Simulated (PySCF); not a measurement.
## Electronic structure of C5H10N2O in real space

Input

```
{"job": {"xc": "PBE0", "basis": "pcSseg-1", "kind": "nmr", "pop": true}, "charge": 0, "multiplicity": 1}
C      0.140687    -1.644018     1.402042
C     -0.525522    -1.278564     0.081307
C     -0.479825     0.232427    -0.184312
C     -1.282470     0.593990    -1.415086
N     -0.962725     1.360829    -2.349518
N      0.884360     0.706418    -0.296607
C      1.397170     1.635192     0.532685
O      0.795565     2.179730     1.422092
H     -0.358688    -1.146006     2.229543
H      1.185496    -1.341746     1.406170
H      0.093399    -2.717996     1.563912
H     -0.030076    -1.799622    -0.742618
H     -1.569065    -1.596640     0.097967
H     -0.912344     0.767681     0.672222
H     -2.257162     0.119558    -1.481448
H     -0.048428     1.804378    -2.250215
H      1.464725     0.275099    -0.999283
H      2.456142     1.855607     0.299492
```

Launched as:

```sh
OMP_NUM_THREADS=1 python ens_run.py task.json out
```

Geometry: GFN2-xTB.

Computed with PBE0/pcSseg-1, SCF density, gas phase, non-relativistic (PySCF 2.14.0).

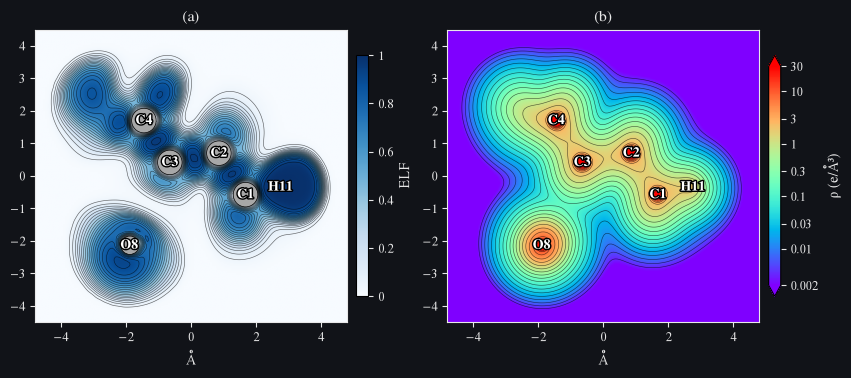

Figure 1. (a) electron localisation function; (b) electron density on the plane of atoms C2, C3 and C4. Grey discs cover the atomic cores in the ELF map.

**What do the fields say about this system?**

The plane passes through C, O and H nuclei. C–C (1.51 Å): ρ at the midpoint is about 1.7 e/Å³; the ELF peaks at about 0.95 between the atoms; a covalent bond. C–H (1.09 Å): ρ at the midpoint is about 2 e/Å³; the ELF climbs to about 1 towards the hydrogen, as it does in any bond to H; an ordinary covalent bond to hydrogen. The ELF also peaks beside O8 and N5, away from the bonds: lone-pair regions.

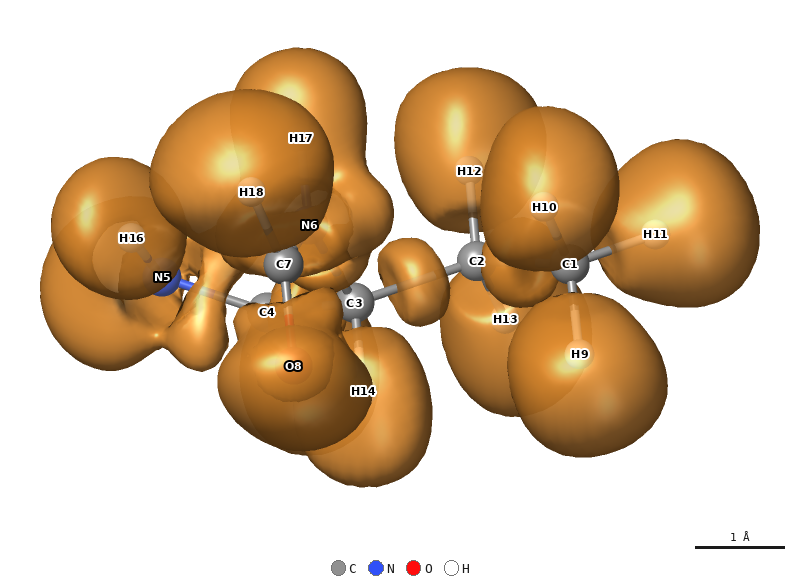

Figure 2. Isosurface of the ELF at 0.75 (orange), seen from one side. Core shells and regions of very low density are left out.

**Describe the localisation domains.**

The surface consists of three regions between bonded C–C atoms (shared pairs), nine regions around hydrogen nuclei, one region on O in which the atom's valence shell and bonds are merged and one joined region spread over several atoms (H, N), in which their bonds and any lone pairs are merged.


C–O (1.20 Å): the ELF peaks at about 0.85 between the atoms (a multiple bond). C–N (1.25 Å): the ELF peaks at about 0.90 between the atoms (a multiple bond).

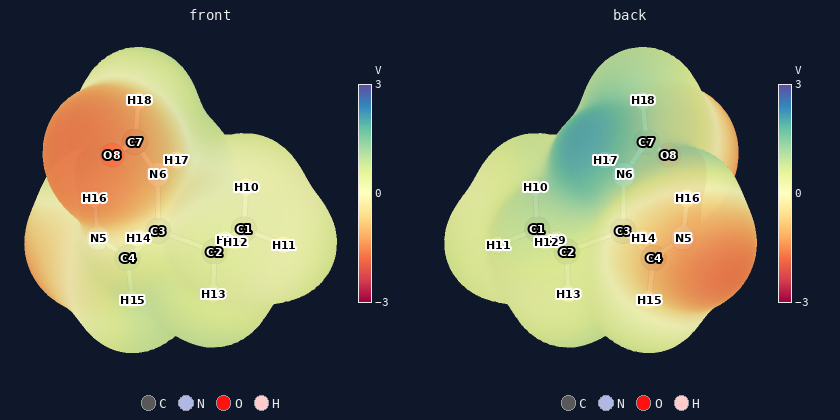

Figure 3. The electrostatic potential painted on the density surface at 0.001 e/bohr³, seen from the front and from behind; red is negative and blue positive.

**Where is the surface potential most negative and most positive?**

The most negative region (about −1.7 V, or −39 kcal/mol for a unit charge) lies over N5 and O8, the most positive (about +2.0 V, or +46 kcal/mol for a unit charge) over H17.
